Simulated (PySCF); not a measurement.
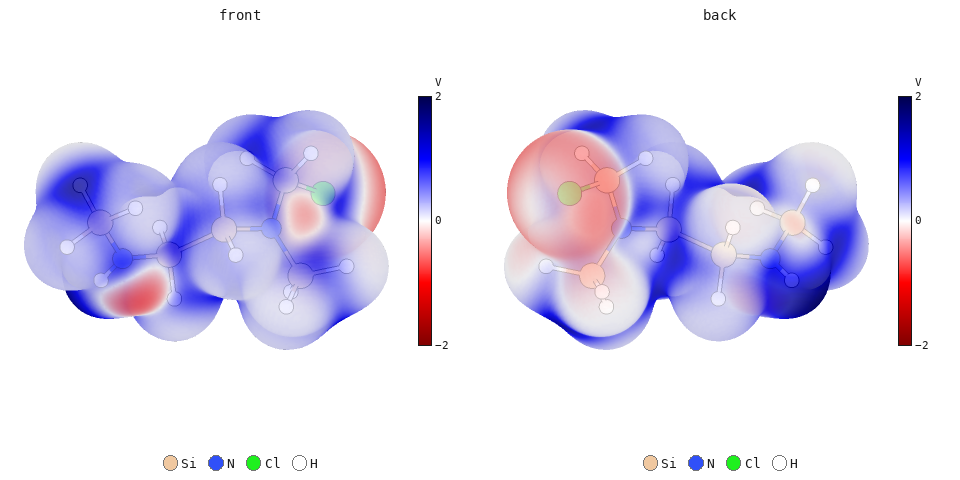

The picture shows: ClH13N2Si5. The electrostatic potential painted on the density surface at 0.002 e/bohr³, seen from the front and from behind; red is negative and blue positive.

Geometry: GFN2-xTB.

Theory: PBE0/pcSseg-1, SCF density, gas phase, non-relativistic (PySCF 2.14.0).

```xyz
21

Si    3.7613   -0.0734    0.4265
N     2.7214   -0.2213   -0.9513
Si    1.0197   -0.5685   -1.0521
Si   -0.0698    0.7214    0.5039
N    -1.7948    0.4171    0.3251
Si   -2.7018    1.2017   -0.9459
Si   -2.5332   -0.7453    1.3639
Cl   -4.1945   -1.4319    0.4781
H     4.0531   -1.3737    1.0436
H     3.0727    0.7914    1.3823
H     5.0032    0.5157   -0.0770
H     3.2207   -0.4138   -1.8052
H     0.6957   -0.2917   -2.4647
H     0.8052   -2.0260   -0.8923
H     0.1985    0.4149    1.9203
H     0.0692    2.1816    0.3983
H    -3.9684    1.6769   -0.3938
H    -2.9183    0.2480   -2.0350
H    -1.8837    2.3213   -1.4043
H    -2.9274   -0.1350    2.6313
H    -1.6377   -1.8834    1.5477
```

Q: Which sites attract a positive test charge, and which a negative one?

A: A positive charge is drawn to the negative regions and a negative charge to the positive ones. The most negative region (about −0.6 V) lies over N2, the most positive (about +1.8 V) over H12.
